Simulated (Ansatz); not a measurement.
Consider BaTiO3 (space group P4mm, No. 99; a = 3.985 Å, c = 4.204 Å).

Now apply this change: a hydrostatic pressure of 0.7 GPa.

Level of theory: PBE in Ansatz (plane waves to 420 eV, PAW, scalar-relativistic without spin-orbit coupling), earlier PAW set.

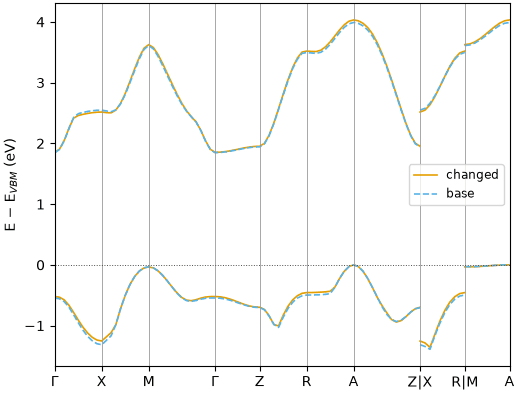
Highest valence and lowest conduction band along the path, each from its own valence-band maximum

The gap is 1.85 eV, indirect, A → Γ; the base has 1.85 eV.

Load acts through the strain it causes; cell and atoms are relaxed under it. No phonon test of stability was made. The final runs are not spin-polarised.

Ansatz is a first-principles code.
